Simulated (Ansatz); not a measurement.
# One shape, several levels: BGeH3Cl2 (SMILES Cl[B](Cl)[GeH3])

Aim: a comparison of 6 runs (B3LYP/6-31G*, BHLYP/cc-pVDZ, PBE0/cc-pVDZ, r2SCAN0/cc-pVDZ, wB97X/cc-pVDZ, MP2/cc-pVDZ) of BGeH3Cl2. 

Program for the calculation: Ansatz 0.2.0.

72 further runs of the same task are left out: 72 set aside as unsound or not needed.

### Step 1. The molecule

The species is BGeH3Cl2 (7 atoms), meant as a singlet with charge 0. SMILES: `Cl[B](Cl)[GeH3]`. The B2–Cl3 distance was set to 3.138 Å, away from the relaxed value. At this shape a bond of the SMILES string is far longer than usual.

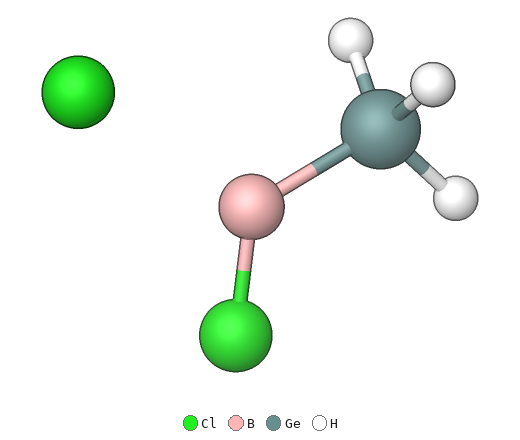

Viewed from a chosen angle; chlorine green, boron pink, germanium teal, hydrogen white.

### Step 2. A single-point energy at B3LYP/6-31G(d) (spherical functions) (run 1)

molecule.yaml reads:

```yaml
crystal:
  periodic: [false, false, false]
  atoms:
    - {symbol: Cl, position_ang: [2.780570, -0.492253, 1.134138]}
    - {symbol: B, position_ang: [1.237470, -0.085953, 0.436938]}
    - {symbol: Cl, position_ang: [-1.082400, -2.191800, 0.604700]}
    - {symbol: Ge, position_ang: [0.907970, 1.734447, -0.486762]}
    - {symbol: H, position_ang: [0.474870, 1.496547, -1.942862]}
    - {symbol: H, position_ang: [-0.235030, 2.470247, 0.232138]}
    - {symbol: H, position_ang: [2.164370, 2.616447, -0.471262]}
basis:
  gaussian:
    orbitals: 6-31G_st_-spherical.json
hamiltonian:
  xc: {name: B3LYP}
accuracy: high
output:
  orbitals: {seedname: orbitals}
```

The basis set 6-31G* is read from a file made from the Basis Set Exchange's data (not shown).

Started as:

```
$ ansatz run molecule.yaml --threads 1 --pin off --max-ram 3480MiB --events-out events.jsonl --progress --plain --runs-dir runs
```

Log:

```text
Warning: RAYON_NUM_THREADS=1 ignored (pool sized by the plan → 1); use --threads N
Functional definition: B3LYP
  name "B3LYP"
  parameter a0 = 0.2
  parameter ax = 0.72
  parameter ac = 0.81
  exchange = (1 - a0 - ax)*slater_x + ax*b88_x + a0*exact_x
  correlation = (1 - ac)*vwn_rpa_c + ac*lyp_c
1824 factors; integrals over basis functions are off by at most 1.0e-8 eV
mean field evaluation 1: about -82276.6712 eV, gradient 2.8e1 eV
mean field evaluation 2: about -82163.6031 eV, gradient 1.5e2 eV
mean field evaluation 4: about -82279.6285 eV, gradient 8.9e0 eV
mean field evaluation 8: about -82280.0391 eV, gradient 7.4e-1 eV
mean field evaluation 16: about -82280.0409 eV, gradient 3.5e-4 eV
mean field -82280.04085497 eV, -3023.7357300052 hartree, gradient 9.6e-8 eV, S^2 0.000000; 0 other end points of the search recorded, 0 dependent functions left out
reference -82280.04090236 eV, -3023.7357317469 hartree; 37, 37 occupied and 51, 51 virtual orbitals, 1824 factors
Total energy: -82280.04090236 eV, -3023.7357317469 hartree
```

It took 11 s on 1 thread of Arm Neoverse V1, shared host; peak memory 0.32 GiB.

### Step 3. The energy at BHLYP/cc-pVDZ (run 2)

input.yaml reads:

```yaml
basis:
  gaussian:
    orbitals: cc-pVDZ
crystal:
  periodic: [false, false, false]
  atoms:
    - {symbol: Cl, position_ang: [2.780570, -0.492253, 1.134138]}
    - {symbol: B, position_ang: [1.237470, -0.085953, 0.436938]}
    - {symbol: Cl, position_ang: [-1.082400, -2.191800, 0.604700]}
    - {symbol: Ge, position_ang: [0.907970, 1.734447, -0.486762]}
    - {symbol: H, position_ang: [0.474870, 1.496547, -1.942862]}
    - {symbol: H, position_ang: [-0.235030, 2.470247, 0.232138]}
    - {symbol: H, position_ang: [2.164370, 2.616447, -0.471262]}
hamiltonian:
  xc: {name: BHLYP}
accuracy: high
output: {orbitals: {seedname: orbitals}}
```

Started as:

```
$ ansatz run input.yaml --threads 1 --pin off --max-ram 3480MiB --events-out events.jsonl --progress --plain --runs-dir runs
```

Log:

```text
Warning: RAYON_NUM_THREADS=1 ignored (pool sized by the plan → 1); use --threads N
Functional definition: BHLYP
  name "BHLYP"
  parameter a = 0.5
  exchange = (1 - a)*b88_x + a*exact_x
  correlation = lyp_c
2072 factors; integrals over basis functions are off by at most 4.6e-9 eV
mean field evaluation 1: about -82281.9748 eV, gradient 2.4e1 eV
mean field evaluation 2: about -82210.6147 eV, gradient 1.2e2 eV
mean field evaluation 4: about -82284.7871 eV, gradient 2.1e0 eV
mean field evaluation 8: about -82284.9928 eV, gradient 5.6e-1 eV
mean field evaluation 16: about -82284.9942 eV, gradient 3.3e-4 eV
mean field -82284.99424022 eV, -3023.9177635557 hartree, gradient 4.8e-8 eV, S^2 0.000000; 0 other end points of the search recorded, 0 dependent functions left out
reference -82284.99427098 eV, -3023.9177646863 hartree; 37, 37 occupied and 55, 55 virtual orbitals, 2072 factors
Total energy: -82284.99427098 eV, -3023.9177646863 hartree
```

Wall time 15 s (1 thread of Arm Neoverse V1, shared host); peak memory 0.37 GiB.

Runs 3 to 4 aren't shown in full; the table further down has their settings and results.

### Step 4. The energy at wB97X/cc-pVDZ (run 5)

molecule.yaml: that of step 2 with these lines changed.

```diff
@@ -1 +1,4 @@
+basis:
+  gaussian:
+    orbitals: cc-pVDZ
 crystal:
@@ -10,7 +13,4 @@
     - {symbol: H, position_ang: [2.164370, 2.616447, -0.471262]}
-basis:
-  gaussian:
-    orbitals: 6-31G_st_-spherical.json
 hamiltonian:
-  xc: {name: B3LYP}
+  xc: {name: wB97X}
 accuracy: high
```

Started as:

```
$ ansatz run molecule.yaml --threads 1 --pin off --max-ram 3480MiB --events-out events.jsonl --progress --plain --runs-dir runs
```

Log, shortened:

```text
Warning: RAYON_NUM_THREADS=1 ignored (pool sized by the plan → 1); use --threads N
Functional definition: wB97X
  name "wB97X"
[...]
      + exact_x_lr(omega)
[...]
      + integral(e_c_pw_opposite_spin*poly(b97_u_opposite, 1, cos1, cos2, cos3, cos4))
2072 factors; integrals over basis functions are off by at most 4.6e-9 eV
415 factors; integrals over basis functions are off by at most 2.2e-9 eV
[...]
mean field -82286.72798483 eV, -3023.9814774952 hartree, gradient 7.0e-8 eV, S^2 0.000000; 0 other end points of the search recorded, 0 dependent functions left out
reference -82286.72798174 eV, -3023.9814773815 hartree; 37, 37 occupied and 55, 55 virtual orbitals, 2072 factors
Total energy: -82286.72798174 eV, -3023.9814773815 hartree
```

It took 42 s on 1 thread of Arm Neoverse V1, shared host; peak memory 0.61 GiB.

### Step 5. A single-point energy at MP2/cc-pVDZ (run 6)

in.yaml reads:

```yaml
basis:
  gaussian:
    orbitals: cc-pVDZ
crystal:
  periodic: [false, false, false]
  atoms:
    - symbol: Cl
      position_ang: [2.780570, -0.492253, 1.134138]
    - symbol: B
      position_ang: [1.237470, -0.085953, 0.436938]
    - symbol: Cl
      position_ang: [-1.082400, -2.191800, 0.604700]
    - symbol: Ge
      position_ang: [0.907970, 1.734447, -0.486762]
    - symbol: H
      position_ang: [0.474870, 1.496547, -1.942862]
    - symbol: H
      position_ang: [-0.235030, 2.470247, 0.232138]
    - symbol: H
      position_ang: [2.164370, 2.616447, -0.471262]
correlation:
  method: mp2
  frozen_orbitals: {B: 1, Cl: 5, Ge: 9, H: 0}
accuracy: high
```

Started as:

```
$ ansatz run in.yaml --threads 1 --pin off --max-ram 3480MiB --events-out events.jsonl --progress --plain --runs-dir runs
```

Log:

```text
Warning: RAYON_NUM_THREADS=1 ignored (pool sized by the plan → 1); use --threads N
Functional definition: HF
  name "HF"
  exchange = exact_x
  correlation = 0
2072 factors; integrals over basis functions are off by at most 4.6e-9 eV
mean field evaluation 1: about -82193.5928 eV, gradient 2.7e1 eV
mean field evaluation 2: about -82193.6274 eV, gradient 2.7e1 eV
mean field evaluation 4: about -82197.0441 eV, gradient 3.1e0 eV
mean field evaluation 8: about -82197.1410 eV, gradient 1.2e-1 eV
mean field evaluation 16: about -82197.1412 eV, gradient 1.9e-8 eV
mean field -82197.14120802 eV, -3020.6892241714 hartree, gradient 1.9e-8 eV, S^2 0.000000; 2 other end points of the search recorded, 0 dependent functions left out; unrestricted orbitals would lower it
20 core orbitals not correlated: weight in the atoms' cores, before any rotation towards them, 1.000 or more for the frozen orbitals, at most 0.000 for the correlated occupied ones
reference -82197.14120802 eV, -3020.6892241714 hartree; 17, 17 occupied and 55, 55 virtual orbitals, 2072 factors
second order -12.80143822 eV of doubles, -0.00000000 eV of singles
Total energy: -82209.94264624 eV, -3021.1596683488 hartree
```

Wall time 7.2 s (1 thread of Arm Neoverse V1, shared host); peak memory 0.34 GiB.

### Step 6. Overview of the runs

```tsv
run	level	frozen core orbitals	energy (Eh)	HOMO energy (eV)	LUMO energy (eV)	HOMO–LUMO gap (eV)	wall time
1	B3LYP/6-31G* (spherical functions)	–	-3023.735732	-6.74	-4.22	2.52	11 s
2	BHLYP/cc-pVDZ	–	-3023.917765	-8.07	-3.25	4.81	15 s
3	PBE0/cc-pVDZ	–	-3023.356002	-6.97	-4.08	2.89	13 s
4	r2SCAN0/cc-pVDZ	–	-3023.840761	-7.16	-4.09	3.07	26 s
5	wB97X/cc-pVDZ	–	-3023.981477	-9.21	-2.17	7.05	42 s
6	MP2/cc-pVDZ	20	-3021.159668	–	–	–	7.2 s
```

### Step 7. What came out

| quantity | value |
| --- | --- |
| run 6: total energy | -3021.15967 Eh |
| run 6: correlation energy (20 core orbitals frozen) | -470.4 mEh |

What this shows: Over runs 1, 2, 3, 4, 5 the HOMO–LUMO gap runs from 2.52 eV (B3LYP/6-31G*) to 7.05 eV (wB97X/cc-pVDZ). The two ends differ in method and basis. Totals of different functionals can't be ranked against each other. In run 6 the log says that unrestricted orbitals would lower the reference, so the values rest on an unstable closed-shell determinant (other closed-shell runs at this shape may share the fault). All runs together took 1.9 min, the longest 42 s.
